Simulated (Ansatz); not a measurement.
# WN2H4S2: one change and its effect

System: WN2H4S2 (WS2(NH2)2).
Method of the first run: RKS PBE-D4/def2-TZVP (Ansatz 0.2.0).

The geometry comes from this level: PBE-D4/def2-SVP. Text and figures count atoms from 1; the logs count them from 0 in places.

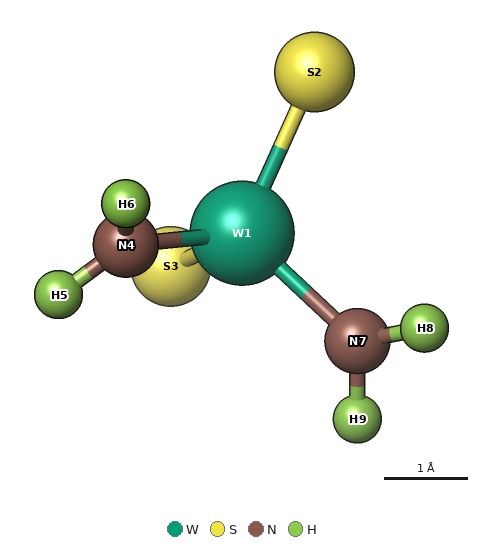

The structure (ball-and-stick view, seen at a tilt; atoms are numbered from 1 in the order of the input). Sticks mark near contacts. Bond lengths as drawn: H–N 1.02 Å, N–W 1.95 Å and S–W 2.16 Å.

### The input, the first run
```yaml
crystal:
  periodic: [false, false, false]
  atoms:
    - {symbol: W, position_ang: [0.509631, 0.000710, 0.353135]}
    - {symbol: S, position_ang: [0.442192, 0.010516, 2.510329]}
    - {symbol: S, position_ang: [2.505725, -0.006325, -0.467657]}
    - {symbol: N, position_ang: [-0.387884, 1.609373, -0.277923]}
    - {symbol: H, position_ang: [-0.183264, 2.072357, -1.168761]}
    - {symbol: H, position_ang: [-1.147766, 2.080161, 0.222833]}
    - {symbol: N, position_ang: [-0.393392, -1.610487, -0.263435]}
    - {symbol: H, position_ang: [-1.154745, -2.074245, 0.241631]}
    - {symbol: H, position_ang: [-0.190496, -2.082070, -1.150151]}
basis:
  gaussian: {orbitals: def2-TZVP, initial_orbitals: start.molden}
hamiltonian: {xc: pbe, dispersion: d4}
scf: {omitted_lower_state_checks: [starts]}
output: {orbitals: {seedname: orbitals}}
```

Command:
```bash
ansatz run in.yaml --threads 4 --pin off --events-out ev --progress --plain --max-ram 3916MiB
```

Hardware: 4 threads of Arm Neoverse V2, 23 GiB of memory available, shared host.

### Output (the first run)
```
Functional definition: PBE
  parameter kappa = 0.804
  parameter beta = 0.06672455060314922
  exchange = pbe_x(kappa = kappa, mu = beta*pi^2/3)
  correlation = pbe_c(beta = beta)
these checks for a lower state are left out or cut short: starts
1332 factors; their error is unknown
mean field evaluation 1: about -26537.2915 eV, gradient 1.3e1 eV
mean field evaluation 2: about -26537.4386 eV, gradient 1.7e-1 eV
mean field evaluation 4: about -26537.4198 eV, gradient 3.5e-4 eV
mean field -26537.41976883 eV, -975.2321887955 hartree, gradient 1.1e-5 eV, S^2 0.000000; 0 other end points of the search recorded, 0 dependent functions left out
reference -26537.41980907 eV, -975.2321902742 hartree; 32, 32 occupied and 168, 168 virtual orbitals, 1332 factors
Total energy: -26537.72121126 eV, -975.2432666004 hartree
Checks for a lower state left out: starts
```

The input of the second run differs as follows (lines with − go, lines with + come):
```diff
+magnetization: {spin_polarized: true, initial_magnetization: 2}
```

What does this change do to the results?

With the same method and basis, the second run lies 60.4 kcal/mol higher. The HOMO goes from −5.93 to −3.27 eV. The LUMO goes from −3.23 to −5.78 eV.

### Output (the second run)
```
Functional definition: PBE
  parameter kappa = 0.804
  parameter beta = 0.06672455060314922
  exchange = pbe_x(kappa = kappa, mu = beta*pi^2/3)
  correlation = pbe_c(beta = beta)
these checks for a lower state are left out or cut short: starts
1332 factors; their error is unknown
mean field evaluation 1: about -26534.6080 eV, gradient 9.1e0 eV
mean field evaluation 2: about -26534.7818 eV, gradient 2.6e-1 eV
mean field evaluation 4: about -26534.7646 eV, gradient 3.0e-3 eV
mean field evaluation 8: about -26534.7851 eV, gradient 3.5e-1 eV
mean field evaluation 16: about -26534.7991 eV, gradient 2.2e-5 eV
mean field -26534.79906325 eV, -975.1358796417 hartree, gradient 6.8e-6 eV, S^2 2.004971; 0 other end points of the search recorded, 0 dependent functions left out
reference -26534.79910235 eV, -975.1358810786 hartree; 33, 31 occupied and 167, 169 virtual orbitals, 1332 factors
Total energy: -26535.10050454 eV, -975.1469574048 hartree
Checks for a lower state left out: starts
```

### The two runs side by side

| quantity | the first run | the second run |
| --- | --- | --- |
| outcome | converged | converged |
| total energy (hartree) | −975.243267 | −975.146957 |
| HOMO (eV) | −5.93 | −3.27 |
| LUMO (eV) | −3.23 | −5.78 |
| basis functions | 200 | 200 |
| ⟨S²⟩ | – | 2.005 |
| wall time (shared host) | 1.7 s | 9.5 s |
